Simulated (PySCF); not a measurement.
Ga(Cl)(Br)(NH2), SMILES [NH2][Ga]([Cl])[Br] (H2BrClGaN), PBE0/def2-SVP optimised geometry. Atoms within 1.6 Å of the plane z = 1.0 Å (x, y, z in Å): Ga1 (-0.17, 0.29, 0.00), Cl2 (-1.22, 2.16, 0.00), Br3 (2.10, 0.29, 0.00), N4 (-1.09, -1.24, 0.00), H5 (-0.65, -2.16, 0.01), H6 (-2.10, -1.28, 0.00).

Calculation: PBE0/def2-TZVP run with PySCF.

Map of the electron localisation function on the plane z = 1.0 Å:

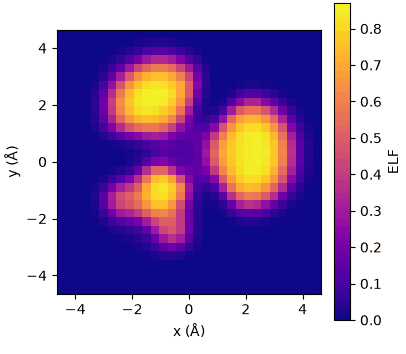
Electron localisation function on the plane z = 1.0 Å.
